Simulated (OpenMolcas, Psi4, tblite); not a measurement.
# SiF3 (trifluorosilyl): the dipole moment, rung by rung

SiF3: 4 atoms, total charge 0, spin state doublet. As SMILES, `F[Si](F)F`. The coordinates come from a PBE0-D4/def2-TZVP relaxation.

Each level gives the dipole moment (D). The values are calculated.

```
                level                    kind     program  value (D)
            IPEA1-xTB          semi-empirical      tblite       1.38
      UHF/aug-cc-pVDZ            Hartree–Fock  OpenMolcas       1.50
   USVWN5/aug-cc-pVDZ                     LDA        Psi4       1.06
 U-revPBE/aug-cc-pVDZ                     GGA        Psi4       1.05
    UBLYP/aug-cc-pVDZ                     GGA        Psi4       1.11
 U-r2SCAN/aug-cc-pVDZ                meta-GGA  OpenMolcas       1.12
    UPBE0/aug-cc-pVDZ           global hybrid        Psi4       1.20
U-wB97X-V/aug-cc-pVDZ  range-separated hybrid        Psi4       1.18
```

The values span 1.05 to 1.50 D. Magnitudes only.

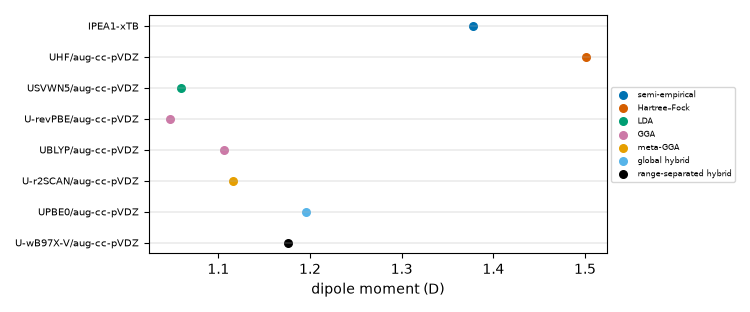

The values of the table, level by level.
